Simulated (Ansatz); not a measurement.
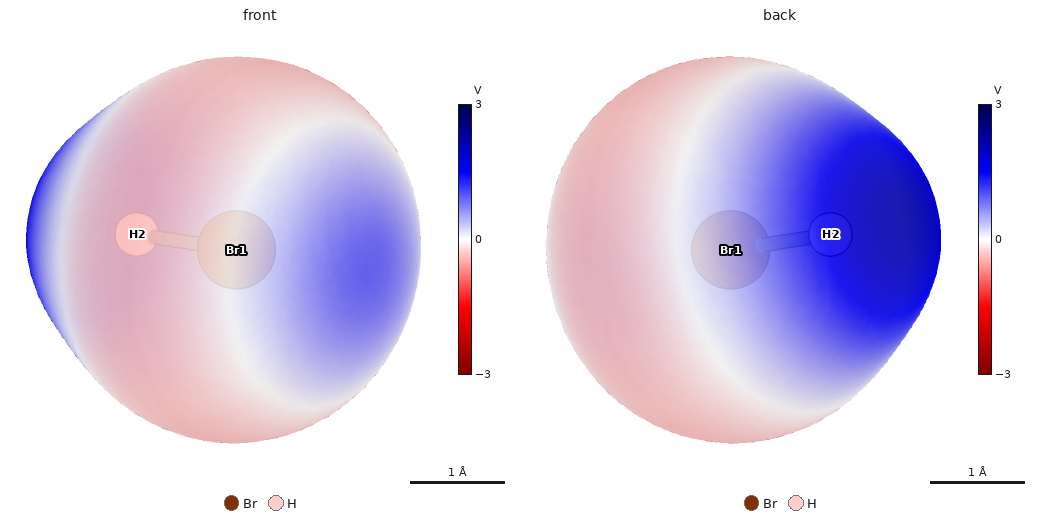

The picture shows: HBr. The molecular electrostatic potential painted on the density surface at 0.002 e/bohr³, seen from the front and from behind; the colour scale runs from red (negative) to blue (positive).

Geometry: PBE0-D4/def2-TZVP.

Method: RKS PBE0-D4/def2-TZVPPD (Ansatz).

The calculation's input:

```
crystal:
  periodic: [false, false, false]
  atoms:
    - {symbol: Br, position_ang: [-0.804043, -0.016139, 2.020946]}
    - {symbol: H, position_ang: [-0.417188, -0.273905, 0.672508]}
basis:
  gaussian: {orbitals: "def2-TZVPPD.json"}
hamiltonian: {xc: pbe0, dispersion: d4}
output: {orbitals: {seedname: orbitals}}
```

Command:

```sh
ansatz run in.yaml --threads 2 --pin off --events-out ev --progress --plain --max-ram 5222MiB
```

Which sites attract a positive test charge, and which a negative one?

Answer. A positive charge is drawn to the negative regions and a negative charge to the positive ones. The most negative region (about −0.4 V, or −9 kcal/mol for a unit charge) lies over Br1, the most positive (about +2.1 V, or +48 kcal/mol for a unit charge) over H2. Br1 shows a σ-hole: about +1.0 V, or +23 kcal/mol for a unit charge at the tip opposite its bond, against about −0.3 V, or −7 kcal/mol for a unit charge on its flanks.
